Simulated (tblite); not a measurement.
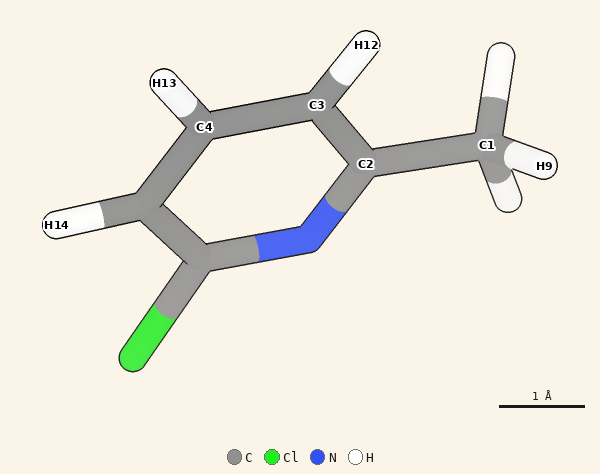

Figure 1. The input geometry (stick view, seen at a tilt; atoms are numbered from 1 in the order of the input). Bond lengths as drawn: C–C 1.38 to 1.49 Å, C–Cl 1.72 Å, C–H 1.08 to 1.09 Å and C–N 1.31 to 1.33 Å.

**Run report: C6H6ClN, molecular dynamics (part 1 of 2)**

System: C6H6ClN (2-chloro-6-methylpyridine), SMILES Cc1cccc(Cl)n1.
Method: GFN2-xTB Langevin dynamics, gas phase (tblite 0.8.0).

The input:
```
{"job": {"dt": 1.5, "steps": 8000, "equilibration": 400, "friction": 0.005, "h_mass": 4.0, "temperature": 450, "xc": "GFN2-xTB", "basis": "xTB", "kind": "md"}, "charge": 0, "multiplicity": 1}
C      2.163297    -0.550794     0.066751
C      0.706240    -0.222410     0.014406
C      0.248584     1.092729     0.047878
C     -1.114682     1.329244    -0.002462
C     -1.988402     0.256732    -0.083994
C     -1.423705    -1.010066    -0.110257
Cl    -2.439380    -2.398596    -0.208137
N     -0.131779    -1.247746    -0.063878
H      2.601554    -0.171560     0.988286
H      2.684697    -0.089125    -0.769892
H      2.294319    -1.627425     0.022803
H      0.951041     1.909085     0.112707
H     -1.497962     2.338772     0.022031
H     -3.056534     0.389271    -0.124906
```

The first line tells a small driver script what to run in tblite; the rest is the geometry in Å.

Machine: 1 CPU thread, shared host.

Launch command:
```bash
OMP_NUM_THREADS=1 python <driver script> task.json out
```

Output:
```
t/fs     T/K   E - E0/eV
     0.0    472.3     0.0000
   525.0    524.6     0.8978
  1050.0    358.2     0.7309
  1575.0    389.6     0.7144
  2100.0    348.2     0.4355
  2625.0    452.6     0.6548
  3150.0    508.4     0.6914
  3675.0    674.1     0.6251
  4200.0    334.9     0.6424
  4725.0    421.8     0.6867
  5250.0    426.7     0.5278
  5775.0    476.9     0.8622
  6300.0    471.9     0.7901
  6825.0    389.0     0.6336
  7350.0    427.5     0.6586
  7875.0    337.6     0.6357
  8400.0    398.3     0.8167
  8925.0    465.3     0.6293
  9450.0    651.2     0.5247
  9975.0    466.8     0.3869
 10500.0    469.1     0.6106
 11025.0    601.3     0.6955
 11550.0    440.4     0.8088
 12075.0    320.6     0.3596
 12600.0    377.9     0.8018
```

Trajectory as extended XYZ (Å, eV, eV/Å), 25 frames, from step=0 to step=8400:
```
14
Properties=species:S:1:pos:R:3:forces:R:3 step=0 time_fs=0.0 energy=-636.13629 temperature=472.3
C     2.1633   -0.5508    0.0668    0.0000   0.0010   0.0000
C     0.7062   -0.2224    0.0144    0.0000   0.0000   0.0010
C     0.2486    1.0927    0.0479    0.0000   0.0000   0.0010
C    -1.1147    1.3292   -0.0025   -0.0010   0.0000   0.0010
C    -1.9884    0.2567   -0.0840    0.0000   0.0000   0.0010
C    -1.4237   -1.0101   -0.1103    0.0000   0.0000   0.0010
Cl   -2.4394   -2.3986   -0.2081    0.0000  -0.0010  -0.0020
N    -0.1318   -1.2477   -0.0639    0.0000   0.0000   0.0010
H     2.6016   -0.1716    0.9883    0.0010  -0.0010  -0.0010
H     2.6847   -0.0891   -0.7699   -0.0010   0.0000   0.0000
H     2.2943   -1.6274    0.0228   -0.0010   0.0010   0.0000
H     0.9510    1.9091    0.1127    0.0010   0.0000  -0.0010
H    -1.4980    2.3388    0.0220    0.0000   0.0000  -0.0010
H    -3.0565    0.3893   -0.1249   -0.0010   0.0000   0.0000
14
Properties=species:S:1:pos:R:3:forces:R:3 step=350 time_fs=525.0 energy=-635.23846 temperature=524.6
C     2.4735    0.0137   -1.7049    3.7250  -0.0980  -0.1390
C     1.0849   -0.1599   -1.3834   -0.9260   2.6670  -2.2600
C     0.2183    0.8622   -1.8849   -1.6520  -2.6010   0.7080
C    -1.1660    0.5603   -1.7841    1.6340   2.1720   0.4030
C    -1.6071   -0.4624   -0.9795    0.2380  -0.5450   0.1150
C    -0.6074   -1.2964   -0.4801   -2.6900  -0.6150   1.0500
Cl   -1.2200   -2.6333    0.6548    0.9450   1.1670  -1.0910
N     0.6413   -1.1447   -0.7178    0.4320  -2.7390   1.5730
H     2.5999    0.5983   -2.6218   -0.0460  -0.4530  -0.0720
H     3.2800   -0.8196   -1.6768   -1.9780   0.6810  -0.2400
H     2.8702    0.6681   -0.9466    0.2970   0.5610   0.6160
H     0.5228    1.7485   -2.3592    0.4740   0.5830  -0.4620
H    -1.8016    1.3746   -2.1197   -0.3760  -0.5030  -0.1300
H    -2.6491   -0.5670   -0.7439   -0.0780  -0.2770  -0.0730
14
Properties=species:S:1:pos:R:3:forces:R:3 step=700 time_fs=1050.0 energy=-635.40538 temperature=358.2
C     3.3096    0.6750   -1.3057    0.9570   0.1770   0.5710
C     1.8938    0.6402   -1.5428   -2.4610   0.6690  -1.3220
C     1.4217    1.2670   -2.7066    1.2970   0.5570  -1.0240
C     0.1155    1.1995   -3.1607    0.4290   0.7810  -2.5430
C    -0.7210    0.4337   -2.4387   -2.0560  -1.0060   1.2150
C    -0.2363    0.0176   -1.2149   -0.0220   0.1970   1.7520
Cl   -1.3336   -0.3815    0.0616   -0.4230  -0.4580  -0.1600
N     0.9762    0.1158   -0.7305    0.8120  -0.2320  -0.4790
H     3.7916   -0.1731   -1.7178    0.4890  -0.6920  -1.2320
H     3.5677    0.5358   -0.3024   -0.0020   0.1150   2.0320
H     3.7382    1.6090   -1.6192    0.2690   0.1850  -0.4500
H     2.1775    1.7788   -3.3276   -0.5280  -0.1380   0.3580
H    -0.2303    1.6502   -4.1677    0.7550  -0.5940   1.7430
H    -1.7742    0.1756   -2.5918    0.4820   0.4390  -0.4610
14
Properties=species:S:1:pos:R:3:forces:R:3 step=1050 time_fs=1575.0 energy=-635.42194 temperature=389.6
C     4.0305    0.5731   -0.9704   -0.5420  -0.1380  -2.0000
C     2.6384    0.7911   -1.5185    0.9850  -0.4770   2.1450
C     2.3835    1.1820   -2.7812   -1.6830   0.0600   0.6550
C     1.0662    1.1930   -3.1640   -1.6860   0.0440   0.1050
C     0.0164    0.9001   -2.3037    0.8080  -0.9420   2.2800
C     0.4295    0.5888   -0.9463    0.4590  -0.2680  -2.1480
Cl   -0.6067    0.2356    0.3418   -0.6190  -0.0070   0.0700
N     1.6983    0.4209   -0.6518   -0.3270   0.7860   0.2760
H     4.8494    0.8347   -1.6432   -0.2760   0.5640   0.2340
H     4.0060   -0.4732   -0.9824    0.5120  -1.9560   0.3700
H     4.1381    0.8672    0.0232    0.2150   0.8100   1.2590
H     3.1671    1.5290   -3.3204    1.8240   0.8020  -1.9450
H     0.7665    1.4908   -4.1301    0.0000   0.1630  -1.1220
H    -1.0222    0.7185   -2.5581    0.3300   0.5610  -0.1800
14
Properties=species:S:1:pos:R:3:forces:R:3 step=1400 time_fs=2100.0 energy=-635.70076 temperature=348.2
C     3.0885    1.7165   -0.2457   -1.9120  -0.4800  -0.6480
C     1.8125    1.1844   -0.9019   -0.2370   0.4710   1.6780
C     1.7954    0.6207   -2.1658    0.2550   0.1290  -0.2730
C     0.6130    0.0464   -2.6453    1.7180   0.5290  -1.5470
C    -0.4688    0.0364   -1.8615   -0.8510   0.2720   1.3440
C    -0.3585    0.6132   -0.6053    0.5290   1.0150   0.9450
Cl   -1.7642    0.6747    0.3644   -0.2570  -0.0130   0.2850
N     0.7037    1.2300   -0.0999    0.4950  -1.0870  -1.7670
H     3.3817    1.0785    0.5396    0.1540  -0.7560   0.9380
H     3.0763    2.7100    0.1044   -0.8160   1.0970   0.6490
H     3.8112    1.7306   -0.9710    2.0260  -0.3060  -1.8670
H     2.6607    0.6703   -2.8369   -0.2890  -0.0420   0.5290
H     0.5614   -0.2492   -3.6900    0.0530  -0.2470   0.2400
H    -1.4230   -0.3093   -2.1269   -0.8680  -0.5830  -0.5070
14
Properties=species:S:1:pos:R:3:forces:R:3 step=1750 time_fs=2625.0 energy=-635.48148 temperature=452.6
C     2.2097    0.8029    0.2871   -1.8760   2.2160  -0.6100
C     0.9921    0.2584   -0.4978    1.4050  -1.4650  -0.0610
C     1.2114   -0.5696   -1.6113   -0.5200   0.6610  -0.5140
C     0.1642   -1.2104   -2.2855    0.4370  -0.1760   0.4460
C    -1.0977   -1.0379   -1.8002   -2.1940   0.0310   1.0260
C    -1.2279   -0.2525   -0.6052    0.3900   0.4360  -1.9800
Cl   -2.8103    0.2251   -0.1689   -0.2110  -0.1300   0.3780
N    -0.2450    0.4049   -0.0303    0.1890  -0.3570   0.4070
H     2.6385    0.1818    1.0538   -0.2570  -0.4630  -0.0810
H     1.7582    1.7142    0.7780    0.6770  -0.7950  -0.0710
H     3.0085    1.1925   -0.3665   -0.4380  -0.5290   0.0840
H     2.0944   -0.5359   -2.2036    1.0190  -0.1410   0.4070
H     0.4167   -1.8878   -3.0974   -0.2950   0.3750  -0.0500
H    -2.0723   -1.4216   -2.2588    1.6750   0.3360   0.6190
14
Properties=species:S:1:pos:R:3:forces:R:3 step=2100 time_fs=3150.0 energy=-635.44490 temperature=508.4
C     1.7422    1.3838   -1.0924   -0.7570   1.3180  -2.1060
C     0.8336    0.3127   -1.6537    1.2430   1.2750   0.7290
C     0.9336   -0.1484   -2.9450    0.7090   1.5940  -2.2240
C    -0.0660   -0.9589   -3.4693    1.1980   0.1080  -0.1210
C    -1.0235   -1.3895   -2.6096   -0.6810  -0.5660   0.0850
C    -0.9925   -0.8538   -1.3452   -1.5290  -0.9080   0.5390
Cl   -2.2110   -1.3082   -0.2473   -0.6970  -0.2800   0.4500
N    -0.1583   -0.0058   -0.8607    0.5670   0.0950   0.5760
H     2.7922    1.1790   -1.2517    0.1080  -0.1880   0.1220
H     1.5329    1.6054   -0.0240   -0.0260   0.0710  -1.1590
H     1.4907    2.2499   -1.9039    0.6430  -1.1350   2.3990
H     1.6209    0.4267   -3.6663   -0.6520  -1.3340   1.1850
H    -0.0489   -1.3141   -4.4763    0.0850   0.0460  -0.4430
H    -1.7917   -2.0790   -2.8976   -0.2090  -0.0970  -0.0330
14
Properties=species:S:1:pos:R:3:forces:R:3 step=2450 time_fs=3675.0 energy=-635.51118 temperature=674.1
C     0.7419    2.4154   -0.7912    0.3660   0.7420  -1.9960
C     0.5576    1.0329   -1.3106    0.1450  -2.0680   2.1840
C     1.0872    0.5294   -2.4921    0.2870   2.4850  -1.2060
C     0.7929   -0.7306   -2.9567   -0.6140  -0.6190   0.7320
C     0.0808   -1.5814   -2.1239   -1.0050   0.2400   0.2810
C    -0.3471   -1.0162   -0.9196    0.3800  -1.0430   0.5080
Cl   -1.2446   -2.0759    0.1599    0.1970   0.4120  -0.1930
N    -0.0443    0.1580   -0.4593   -0.3140   1.0700  -0.7640
H     1.5961    2.7320   -1.4260   -0.0210   0.5270   1.0030
H     0.8238    2.6824    0.2799   -0.0390  -0.8180  -0.9050
H    -0.1011    2.9486   -1.2592   -0.0180   0.2210   0.5850
H     1.5888    1.2837   -3.1859   -0.4860  -1.1500   0.8890
H     1.0487   -1.0275   -3.9386    0.4490  -0.2800  -0.6390
H    -0.3669   -2.5564   -2.3171    0.6750   0.2820  -0.4800
14
Properties=species:S:1:pos:R:3:forces:R:3 step=2800 time_fs=4200.0 energy=-635.49393 temperature=334.9
C     0.1244    2.1025   -0.4493    0.3050  -3.3220  -0.3580
C     0.2699    0.6572   -1.1647   -0.6090   3.1610   2.8430
C     0.4621    0.6237   -2.5042   -0.3710  -1.4830  -0.9700
C     0.4117   -0.6762   -3.0430   -0.0390  -0.0460  -0.1100
C     0.3419   -1.7631   -2.1861   -0.6100  -0.1080  -1.1600
C     0.0646   -1.5303   -0.8526    1.1930  -2.2040  -0.6020
Cl    0.0103   -3.0337    0.0393   -0.3250   0.5430   0.5950
N     0.0575   -0.3734   -0.3294   -0.1330   2.0670   0.6050
H     1.0306    2.3124    0.0881    0.2460   0.0720   0.1990
H    -0.6982    1.9751    0.2353   -0.1000   0.2050   0.2390
H    -0.0731    2.8427   -1.1658   -0.2090   0.8030  -0.8280
H     0.5103    1.5099   -3.1164    0.1150  -0.1290   0.0670
H     0.3331   -0.8463   -4.1057    0.4410   0.0640  -0.1150
H     0.3153   -2.8040   -2.4951    0.0960   0.3790  -0.4050
14
Properties=species:S:1:pos:R:3:forces:R:3 step=3150 time_fs=4725.0 energy=-635.44955 temperature=421.8
C     0.4548    1.3047    0.6435    0.9640  -1.5540  -0.0560
C    -0.1194    0.2534   -0.3378    1.5680  -0.0020   0.4970
C    -0.6647    0.6322   -1.5744    0.4760   0.1430   1.0790
C    -1.0493   -0.4409   -2.3649   -1.5400   2.6900  -1.8300
C    -1.0571   -1.6850   -1.8645   -1.9690  -2.8110  -1.4980
C    -0.4577   -2.0016   -0.6877    0.7460   1.3310   0.5610
Cl   -0.3617   -3.6384   -0.2967    0.2340  -0.4860   0.7110
N     0.0825   -1.0342    0.0318   -0.1710   0.8160   0.3780
H     1.1486    2.0451    0.2045   -0.9470  -0.2670  -0.1690
H     1.0912    0.8171    1.4339   -0.8410   0.0750  -0.7500
H    -0.4094    1.7056    1.1218   -0.2760   0.7880   0.3130
H    -0.8057    1.7127   -1.7887    0.2440  -1.1220  -0.1340
H    -1.5321   -0.2111   -3.3570    0.5620  -0.4090   0.9970
H    -1.6761   -2.5017   -2.3245    0.9510   0.8090  -0.0990
14
Properties=species:S:1:pos:R:3:forces:R:3 step=3500 time_fs=5250.0 energy=-635.60852 temperature=426.7
C    -0.1899    0.8646    0.6804   -1.3750  -1.8040   0.3140
C    -0.3813    0.0384   -0.5808    0.1780   1.2980  -0.7980
C    -0.3535    0.5773   -1.9272    0.8720   1.1650   3.3180
C    -0.5628   -0.2134   -2.9875   -0.7340  -0.3200  -2.0890
C    -0.7957   -1.5984   -2.7960    0.1350   1.1880   0.0970
C    -0.8139   -1.9910   -1.4913    0.3320  -0.0090   1.9140
Cl   -0.9699   -3.6935   -1.1954   -0.1040   0.2220   0.2390
N    -0.6505   -1.2056   -0.3695   -0.3180  -2.3180  -1.9140
H    -0.1923    1.9056    0.4961    0.5980   0.8470  -0.1680
H     0.6501    0.4475    1.2762   -0.5320   0.6380  -0.5150
H    -1.1407    0.6672    1.2639    1.0460   0.1310  -0.2850
H    -0.0506    1.6310   -1.9032   -0.3970  -0.4010  -0.7290
H    -0.6521    0.2904   -3.9866    0.3130  -0.8780   0.8070
H    -0.9361   -2.3346   -3.5665   -0.0130   0.2420  -0.1910
14
Properties=species:S:1:pos:R:3:forces:R:3 step=3850 time_fs=5775.0 energy=-635.27412 temperature=476.9
C    -0.3769   -0.2819    0.6744    0.6150   0.3600  -0.9920
C    -0.3717   -0.7986   -0.7413    0.0900   0.4530  -0.3300
C     0.6443   -0.3781   -1.5719    2.9800   1.0650   0.2280
C     0.6972   -0.5489   -2.9309   -2.5660  -2.2490  -0.4230
C    -0.4695   -1.2397   -3.5056    1.4650   1.1300   1.6680
C    -1.4169   -1.6885   -2.5942   -0.2980   0.8960  -0.3020
Cl   -3.0086   -2.2299   -3.3776    1.5520   0.1820   1.1880
N    -1.3474   -1.4941   -1.2804   -1.5010  -0.4890  -0.3460
H     0.1541   -0.9287    1.3387    0.8300  -0.2160   0.2580
H    -1.3558   -0.3258    1.0181   -1.9150   0.2080   0.5890
H    -0.0055    0.7773    0.7080   -0.1790  -1.1820  -0.0370
H     1.5682    0.0953   -1.1165   -1.2140  -0.3410  -0.3380
H     1.6110   -0.3329   -3.4408   -0.1660   0.2590  -0.5780
H    -0.6870   -1.3240   -4.5398    0.3060  -0.0770  -0.5850
14
Properties=species:S:1:pos:R:3:forces:R:3 step=4200 time_fs=6300.0 energy=-635.34619 temperature=471.9
C     0.1705   -1.3572    1.5784    2.1020  -0.2690   0.5160
C     0.2580   -1.2892    0.0760   -0.3240   1.4010  -0.5140
C     1.4994   -1.1759   -0.6197   -2.2440  -0.5080  -0.4170
C     1.4672   -1.1105   -2.0338    0.7480  -0.5960   1.2490
C     0.2300   -1.2740   -2.6592    0.3670   0.1250   1.0600
C    -0.9410   -1.4532   -1.8552    1.4590   0.9270  -1.2720
Cl   -2.3539   -1.9270   -2.8047    0.3810   0.4650   0.9950
N    -0.9243   -1.2329   -0.5504   -0.0760  -1.6420  -0.8100
H     0.4274   -2.4034    1.8255   -0.2020   0.2620   0.0480
H    -0.6912   -1.0899    2.1745   -0.5170   0.0700  -0.9070
H     1.0044   -0.7547    2.0034   -0.3400  -0.2730  -0.2290
H     2.3577   -1.2408   -0.0126    0.9530   0.1090   0.1330
H     2.4683   -1.0999   -2.5779   -1.6450   0.2680   0.5450
H     0.2806   -1.2030   -3.7230   -0.6620  -0.3380  -0.3970
```
